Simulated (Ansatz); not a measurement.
# CH$_{8}$BN (SMILES [BH3-][NH2+]C): what the fields show

Input file:

```
crystal:
  periodic: [false, false, false]
  atoms:
    - { symbol: B, position_ang: [-0.7664, 0.9123, -0.1772] }
    - { symbol: "N", position_ang: [-0.3861, -0.5039, 0.0655] }
    - { symbol: C, position_ang: [1.0428, -0.6197, 0.1195] }
    - { symbol: H, position_ang: [-1.9305, 1.0283, -0.241] }
    - { symbol: H, position_ang: [-0.369, 1.3369, -1.2444] }
    - { symbol: H, position_ang: [-0.4333, 1.678, 0.6934] }
    - { symbol: H, position_ang: [-0.768, -0.8245, 0.9747] }
    - { symbol: H, position_ang: [-0.702, -1.0876, -0.7158] }
    - { symbol: H, position_ang: [1.4893, 0.0084, 1.0094] }
    - { symbol: H, position_ang: [1.5456, -0.3041, -0.8023] }
    - { symbol: H, position_ang: [1.3432, -1.6811, 0.3389] }
basis:
  gaussian: { orbitals: "6-31G*" }
hamiltonian:
  xc: r2scan
relax:
  f_tol: 0.015
  max_steps: 40
output:
  orbitals: {}
```

Command:

```sh
ansatz run input.yaml --threads 1 --pin off --max-ram 2048MiB --backend cpu --events-out ev --progress --plain --runs-dir out
```

The fields are those of the relaxed geometry.

Theory: Ansatz 0.2.0, RKS r2SCAN/6-31G*.

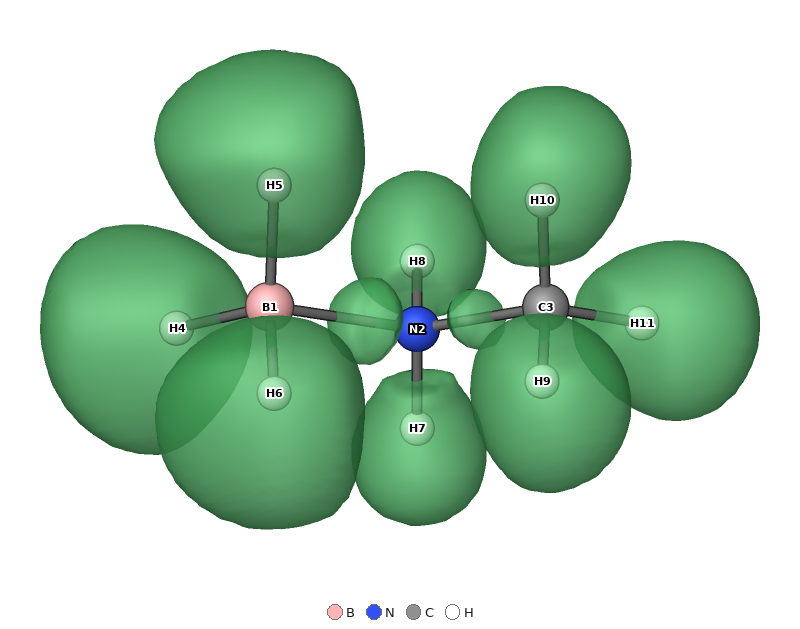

Figure 1. Isosurface of the electron localisation function at 0.85 (green), seen from one side. Core shells and regions of very low density are left out.

Describe the localisation domains.

The ELF exceeds this value in one region between bonded B–N atoms (shared pairs), one region between bonded C–N atoms (shared pairs) and eight regions around hydrogen nuclei. Profiles from the grid: C–N (1.48 Å): the ELF peaks at about 0.95 between the atoms: a shared electron pair. B–N (1.64 Å): the ELF peaks at about 0.95 between the atoms; a polar covalent bond.

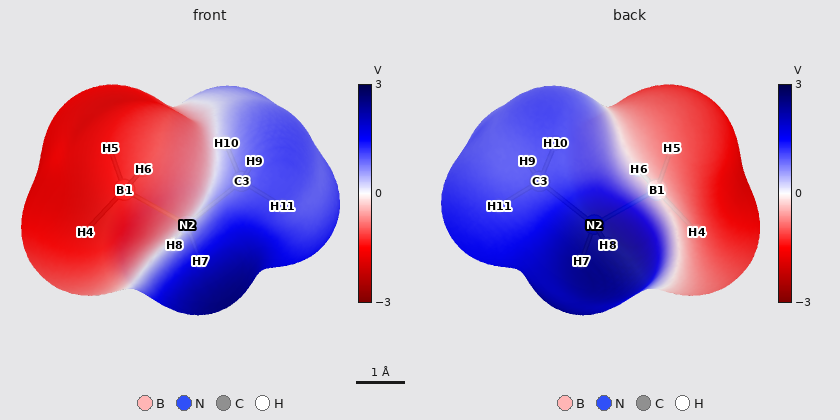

Figure 2. The molecular electrostatic potential painted on the density surface at 0.002 e/bohr³, seen from the front and from behind; red is negative and blue positive.

Where is the surface potential most negative and most positive?

The most negative region (about −1.8 V) lies over H5, the most positive (about +2.6 V) over H7 and H8.

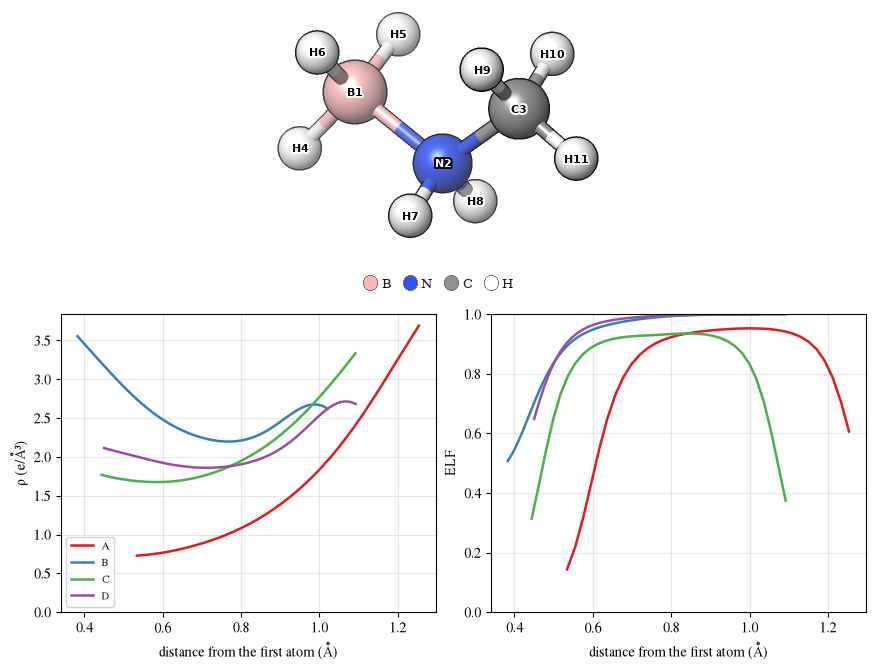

Figure 3. Total electron density and electron localisation function along straight lines between neighbouring atoms. The curves leave out the atomic cores. The structure is drawn too.

Which curve belongs to which contact (B–N, C–H, C–N and N–H)? The first atom named is at distance zero.

Curve A: B–N (1.64 Å): the density is about 1.1 e/Å³ at the midpoint; the ELF peaks at about 0.95 between the atoms; a polar covalent bond. Curve B: N–H (1.02 Å): the density is about 2.9 e/Å³ at the midpoint; the ELF climbs to about 1 towards the hydrogen, as it does in any bond to H (an ordinary covalent bond to hydrogen). Curve C: C–N (1.48 Å): ρ is about 1.8 e/Å³ halfway; the ELF peaks at about 0.95 between the atoms (a covalent bond). Curve D: C–H (1.09 Å): ρ is about 2 e/Å³ halfway; the ELF climbs to about 1 towards the hydrogen; an ordinary covalent bond to hydrogen.
